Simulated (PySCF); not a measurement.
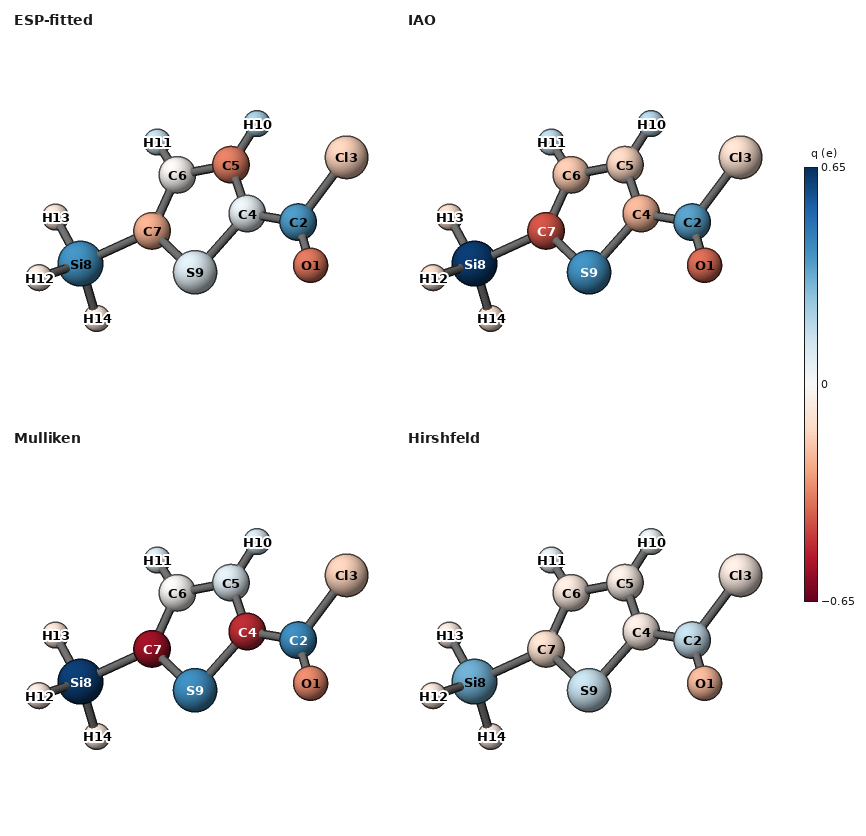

Atomic charges of one calculation by 4 schemes, on one colour scale. Computed geometry: GFN2-xTB optimisation. No frequency run is at hand to confirm it as a minimum. Level of theory: PBE0/pcSseg-1 (PySCF 2.14.0).

> On which atom do the schemes disagree most?

On C4 (from −0.48 to 0.05 e).

List the charges (e), one line for each set of equivalent atoms.

```tsv
atom	ESP-fitted	IAO	Mulliken	Hirshfeld
O1	−0.34	−0.36	−0.31	−0.21
C2	0.38	0.35	0.41	0.15
Cl3	−0.15	−0.11	−0.15	−0.06
C4	0.05	−0.22	−0.48	−0.05
C5	−0.33	−0.14	0.08	−0.05
C6	−0.02	−0.17	−0.01	−0.06
C7	−0.23	−0.41	−0.54	−0.10
Si8	0.39	0.62	0.61	0.32
S9	0.08	0.39	0.41	0.15
H10	0.22	0.18	0.11	0.06
H11	0.15	0.17	0.09	0.06
H12, H14	−0.06	−0.11	−0.07	−0.07
H13	−0.08	−0.11	−0.09	−0.06
```

The geometry is semi-empirical. Around Si such bond lengths and angles can be off by a tenth of an ångström or more and by several degrees, and values that hang on the shape move with them.
